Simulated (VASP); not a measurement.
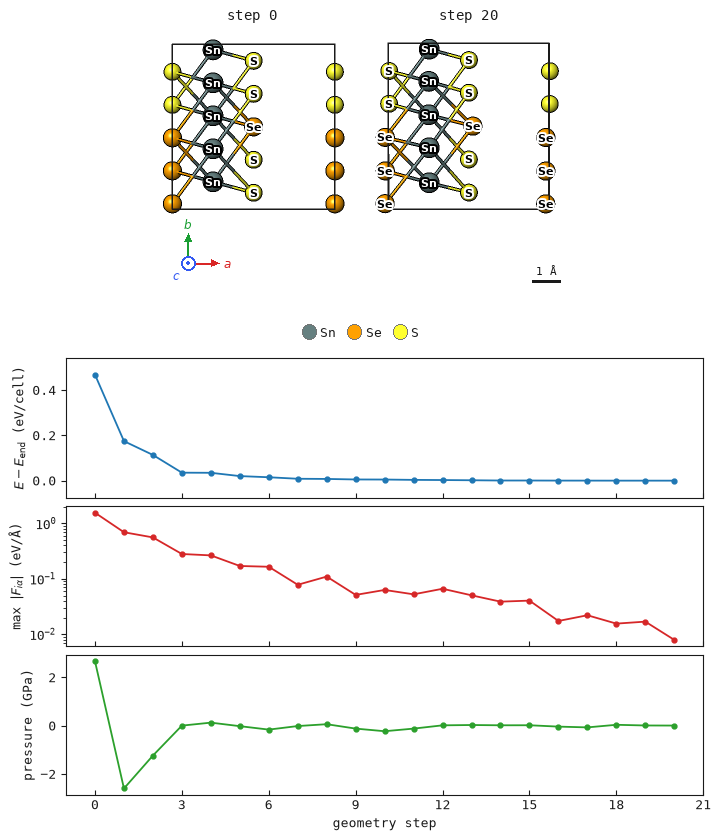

First and last geometry of a relaxation of a crystal of Sn5Se4S6 (a generated structure, set up in P1), with the history of the run. A ball-and-stick model of the cell of the calculation (origin shifted), seen along the c axis.

The run lets cell and atoms move.

All numbers below come from Kohn-Sham DFT of a periodic cell, PBE with D3(BJ), VASP PAW PBE potentials, recommended in VASP.

Input file:
```
SYSTEM = Sn5Se4S6
PREC     = Accurate       ! precision mode
ENCUT    = 600            ! plane-wave cutoff, eV
EDIFF    = 1E-6           ! SCF threshold, eV
ISMEAR   = 0              ! smearing method
SIGMA    = 0.03           ! smearing width, eV
LREAL    = .False.        ! projectors in reciprocal space
LASPH    = .True.         ! aspherical terms in the spheres
NELM     = 80             ! most SCF steps
ALGO     = Normal         ! electronic algorithm
ISIF     = 3              ! what is computed and relaxed
LWAVE    = .False.        ! write WAVECAR
LCHARG   = .False.        ! write CHGCAR
GGA      = PE             ! functional
IVDW     = 12             ! dispersion correction
IBRION   = 2              ! ionic algorithm
NSW      = 90             ! ionic steps
EDIFFG   = -0.01          ! ionic threshold
KPAR     = 8
```

Command:
```bash
cat potpaw_PBE.64/Sn_d/POTCAR potpaw_PBE.64/Se/POTCAR potpaw_PBE.64/S/POTCAR > POTCAR
mpirun -np 8 vasp_std > vasp.out
```

Read the history and describe the run.

Answer. It converged. After 20 geometry steps the energy has fallen by 0.468 eV per cell of the calculation. The largest force component goes from 1.6 to 0.0079 eV/Å. Pressure: 2.67 GPa at the start and 0.01 GPa at the end. The atom that moves furthest relative to the cell is a Se atom (0.15 Å along +a). By element the largest moves are Se 0.15 Å, Sn 0.05 Å, S 0.04 Å. The volume changes by +0.4 %, with a 5.978 → 5.910 Å (−1.1 %), b 6.421 → 6.469 Å (+0.8 %), c 9.808 → 9.885 Å (+0.8 %), γ 90.0° → 90.1°. Near-neighbour distances that change, for instance: Se–Sn 2.610 → 2.727 Å, Se–Sn 2.610 → 2.699 Å, S–Sn 2.610 → 2.565 Å, S–Sn 2.610 → 2.635 Å. Bond angles that change, for instance: Se–Sn–Se 90.5° → 86.9°, Sn–Se–Sn 90.5° → 87.5°, Se–Sn–Se 90.5° → 87.7°. The space group stays P1 (No. 1).
